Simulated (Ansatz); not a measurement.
System: H3OSi2Sn (doublet).

Input

```
basis:
  gaussian:
    orbitals: def2-TZVPD
crystal:
  periodic: [false, false, false]
  atoms:
    - {symbol: O, position_ang: [1.167001, -0.548452, -0.656649]}
    - {symbol: Si, position_ang: [1.704503, 0.625729, -1.733188]}
    - {symbol: Si, position_ang: [0.591166, 0.352073, 0.682992]}
    - {symbol: Sn, position_ang: [1.345577, 2.798521, -0.167588]}
    - {symbol: H, position_ang: [2.788137, 1.507362, -0.656684]}
    - {symbol: H, position_ang: [1.272291, -0.152399, 1.916705]}
    - {symbol: H, position_ang: [-0.879885, 0.127682, 0.832699]}
magnetization:
  spin_polarized: true
  initial_magnetization: 1
hamiltonian:
  xc: {name: PBE0}
output: {forces: true, orbitals: {seedname: orbitals}}
```

Command:

```sh
ansatz run input.yaml --threads 2 --pin off --max-ram 4350MiB --events-out events.jsonl --progress --plain --runs-dir runs
```

Geometry: PBE0-D3(BJ)/def2-SVP; core potentials replace the inner electrons of Sn.

These are results of isolated molecule in a Gaussian basis; Kohn-Sham density functional theory, functional PBE0 in Ansatz, not measurements.

> What can the converged electron density, electron localisation function and spin density tell about the bonding?

Si–O (1.68 Å): the density is about 1.1 e/Å³ at the midpoint; the ELF peaks at about 0.85 between the atoms (a shared but strongly polarised pair).
Si–Sn (2.70 Å): the density is about 0.42 e/Å³ at the midpoint; the ELF peaks at about 0.95 between the atoms; a covalent bond.
The unpaired spin (1 electron) lies mostly on Si2 (about 0.4) and Sn4 (about 0.4), in electrons by Hirshfeld's partition.

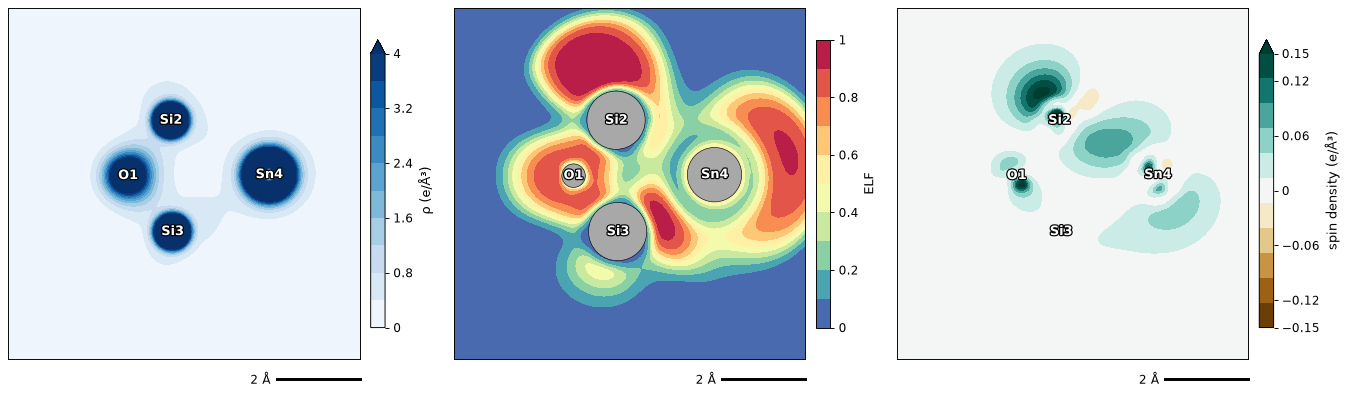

Computed electron density, electron localisation function and spin density on the plane of atoms Si2, Sn4 and Si3, in this order. Grey discs cover the atomic cores in the ELF map. 
